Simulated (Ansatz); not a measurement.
**CO (carbon monoxide) at wB97M-V/STO-3G**

What is the energy change on altering one bond length of CO (carbon monoxide) at wB97M-V/STO-3G? 

Program for the calculation: Ansatz 0.2.0.

38 further runs of the same task are left out: 10 that didn't finish, 28 set aside as unsound or not needed.

## 1. The system as given

CO has 2 atoms, charge 0, and is taken as a singlet. As SMILES, `[C-]#[O+]`. Geometry: relaxed at PBE0-D4/def2-TZVP.

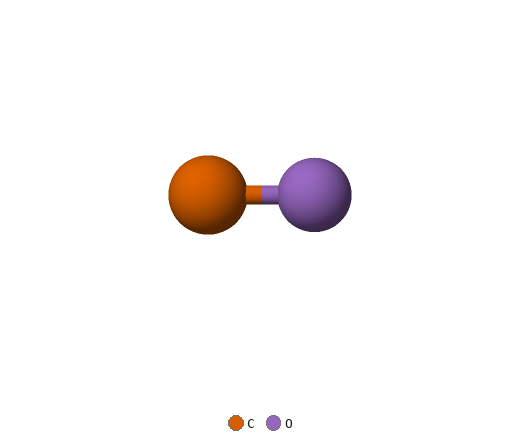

The structure, seen from a chosen angle (carbon orange, oxygen purple).

## 2. The energy at wB97M-V/STO-3G

The input, run.yaml:

```yaml
crystal:
  periodic: [false, false, false]
  atoms:
    - symbol: C
      position_ang: [0.479900, -0.155100, 0.247200]
    - symbol: O
      position_ang: [-0.479900, 0.155100, -0.247200]
basis:
  gaussian:
    orbitals: STO-3G
hamiltonian:
  xc: {name: wB97M-V}
accuracy: high
```

Launch:

```
$ ansatz run run.yaml --threads 1 --pin off --max-ram 2610MiB --events-out events.jsonl --progress --plain --runs-dir runs
```

The program printed:

```text
Warning: RAYON_NUM_THREADS=1 ignored (pool sized by the plan → 1); use --threads N
Functional definition: wB97M-V
  name "wB97M-V"
  parameter omega = 0.3/bohr
  parameter cx = 0.15
  parameter cx01 = 1.007
  parameter cx10 = 0.259
  parameter css00 = 0.443
  parameter css04 = -1.437
  parameter css10 = -4.535
  parameter css20 = -3.390
  parameter css43 = 4.278
  parameter cos00 = 1.000
  parameter cos10 = 1.358
  parameter cos20 = 2.924
  parameter cos21 = -8.812
  parameter cos60 = -1.390
  parameter cos61 = 9.142
  parameter b = 6.0
  parameter c = 0.01
  gx(w, u) = 1 - cx + cx01*u + cx10*w
  gss(w, u) = css00 + css04*u^4 + css10*w + css20*w^2 + css43*w^4*u^3
  gos(w, u) = cos00 + cos10*w + (cos20 + cos21*u)*w^2 + (cos60 + cos61*u)*w^6
  exchange = spin_sum(e_x_unif_sr(omega)*gx(b97_w, b97_u_x)) + cx*exact_x_sr(omega) + exact_x_lr(omega)
  correlation = spin_sum(e_c_pw_mod_same_spin*gss(b97_w, b97_u_same))
      + integral(e_c_pw_mod_opposite_spin*gos(b97_w_opposite, b97_u_opposite)) + vv10(b, c)
149 factors; integrals over basis functions are off by at most 8.6e-9 eV
84 factors; integrals over basis functions are off by at most 8.8e-10 eV
mean field evaluation 1: about -3041.3322 eV, gradient 1.2e1 eV
mean field evaluation 2: about -3041.1664 eV, gradient 1.6e1 eV
mean field evaluation 4: about -3041.7391 eV, gradient 1.1e-1 eV
mean field evaluation 8: about -3041.7091 eV, gradient 1.3e-3 eV
mean field -3041.70905684 eV, -111.7807460944 hartree, gradient 2.8e-8 eV, S^2 0.000000; 0 other end points of the search recorded, 0 dependent functions left out
reference -3041.70905788 eV, -111.7807461327 hartree; 7, 7 occupied and 3, 3 virtual orbitals, 149 factors
Total energy: -3041.70905788 eV, -111.7807461327 hartree
```

Wall time 2.1 s (1 thread of Intel Xeon Platinum 8375C at 2.90GHz (Ice Lake), shared host); peak memory 0.17 GiB.

## 3. The distorted shape, same level

The input, job.yaml:

```yaml
crystal:
  periodic: [false, false, false]
  atoms:
    - {symbol: C, position_ang: [0.719881, -0.232660, 0.370816]}
    - {symbol: O, position_ang: [-0.479900, 0.155100, -0.247200]}
basis:
  gaussian: {orbitals: STO-3G}
total_charge: 0
hamiltonian: {xc: {name: wB97M-V}}
accuracy: high
```

Launch:

```
$ ansatz run job.yaml --threads 1 --pin off --max-ram 2610MiB --events-out events.jsonl --progress --plain --runs-dir runs
```

The program printed, shortened:

```text
Warning: RAYON_NUM_THREADS=1 ignored (pool sized by the plan → 1); use --threads N
[... 2 set-up lines as earlier in the session ...]
[...]
  gx(w, u) = 1 - cx + cx01*u + cx10*w
  gss(w, u) = css00 + css04*u^4 + css10*w + css20*w^2 + css43*w^4*u^3
  gos(w, u) = cos00 + cos10*w + (cos20 + cos21*u)*w^2 + (cos60 + cos61*u)*w^6
[...]
      + integral(e_c_pw_mod_opposite_spin*gos(b97_w_opposite, b97_u_opposite)) + vv10(b, c)
149 factors; integrals over basis functions are off by at most 2.3e-8 eV
87 factors; integrals over basis functions are off by at most 5.4e-10 eV
[...]
mean field -3039.98411056 eV, -111.7173554880 hartree, gradient 1.2e-10 eV, S^2 0.000000; 0 other end points of the search recorded, 0 dependent functions left out
reference -3039.98411163 eV, -111.7173555271 hartree; 7, 7 occupied and 3, 3 virtual orbitals, 149 factors
Total energy: -3039.98411163 eV, -111.7173555271 hartree
```

It took 2.4 s on 1 thread of Intel Xeon Platinum 8375C at 2.90GHz (Ice Lake), shared host; peak memory 0.17 GiB.

## 4. Results

Level: wB97M-V/STO-3G.

```
                                                         quantity          value
                                        first shape: total energy  -111.78075 Eh
                                    distorted shape: total energy  -111.71736 Eh
energy change with the C1–O2 bond stretched from 1.123 to 1.404 Å       1.725 eV
```

With the C1–O2 bond stretched from 1.123 to 1.404 Å the energy rises by 1.72 eV (40 kcal/mol). The first shape isn't relaxed at this level, so the change isn't measured from a minimum. The minimal basis adds a large error of its own.
